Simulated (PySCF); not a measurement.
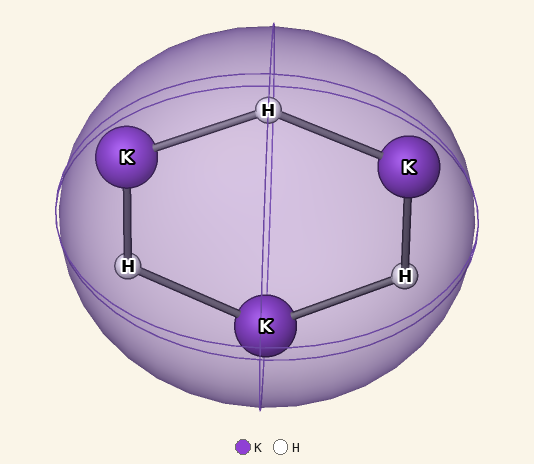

The ellipsoid shows the static dipole polarisability: its half-axes are proportional to the principal values. The geometry was computed by an optimisation with PBE0-D3(BJ)/def2-SVP. No frequency run is at hand to confirm it as a minimum. Method: CAM-B3LYP/def2-SVPD (PySCF 2.14.0).

Give the principal values, the mean and the anisotropy.

Principal values 90.9, 107.4, 107.7 bohr³; mean 102.0 bohr³ (15.11 Å³); anisotropy 16.6 bohr³, so the longest axis is 1.19 times the shortest.
